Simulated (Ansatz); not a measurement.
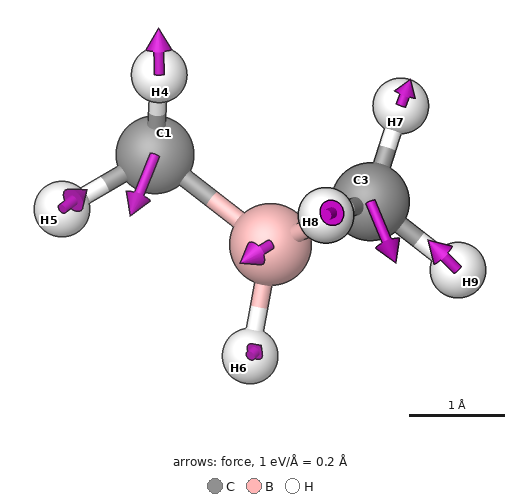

Starting geometry of C2H6B (multiplicity 2) with the computed forces as purple arrows. The picture is a ball-and-stick view, seen at a tilt.

The run prepares an end point of a later path (inversion) calculation, from a guessed geometry.

The calculation used Ansatz, UKS B3LYP/STO-3G. Settings: collinear spin; force threshold 0.015 eV/Å; at most 40 steps.

**Is this structure relaxed? If not, where do the atoms go?**

It isn't relaxed: the largest force vector, on C atoms, is 3.66 eV/Å. The final displacements follow the starting forces only in part (cosine between the two patterns 0.31). An H atom moves most after the best rigid fit: 0.71 Å. Largest moves by element: H 0.71 Å, B 0.48 Å, C 0.20 Å. Some distances before and after: C–H 1.167 → 1.102 Å, C–H 1.056 → 1.102 Å, B–C 1.555 → 1.528 Å, B–H 1.198 → 1.175 Å. Among the angles between lasting bonds that change: B–C–H 109.0° → 123.5°, B–C–H 111.6° → 123.2°, H–C–H 106.5° → 113.3°. After 13 accepted moves (15 points after the start) the energy has fallen by 28.1 kcal/mol. Largest force component: 2.7 eV/Å at the start, 0.013 eV/Å at the end. The line search rejected the trial steps at points 8, 11 of the run. The forces were under the threshold at step 12, but the run went on from there. The run took 20 s on 1 thread of Arm Neoverse V2 (shared host), peak memory 0.17 GiB.

Limits of the set-up: STO-3G is a minimal basis, so the numbers are rough.
